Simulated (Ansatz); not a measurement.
Method: PBE (plane waves to 420 eV, PAW; Ansatz, a quantum-chemistry and plane-wave program).

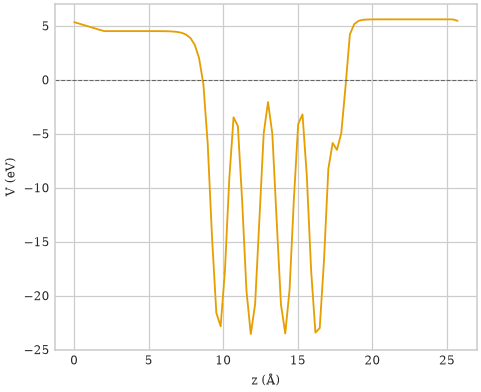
Figure. Electrostatic potential energy of an electron, averaged over planes parallel to the surface, in eV from the Fermi level, for F on the 1x1 (110) surface of bcc Mo, one in a 1x1 cell, started at the site 'hollow Mo-Mo-Mo'

Set-up: 5 atoms, 6.5 Å thick at the start under the adsorbate (thin: gaps and levels are the slab's own); mesh 12x12x1; 0.1 eV smearing; dipole correction on; 2 atoms held, the rest relaxed; held to the start's symmetry, so lower structures may exist; no spin, no spin-orbit, no U, no dispersion correction. At the end it is bonded to 3 Mo. In PBE it is, or lies within 0.03 eV of, the lowest of the starts that converged.

Problem. The surface cell has an area of 7.06 Å². What dipole along the normal does the step between the two vacuum levels imply?

Solution. the top vacuum level lies 1.09 eV above the bottom one; p = −ε₀ A ΔV (ε₀ = 0.005526 e/(V·Å)) gives -0.04 e·Å a cell.
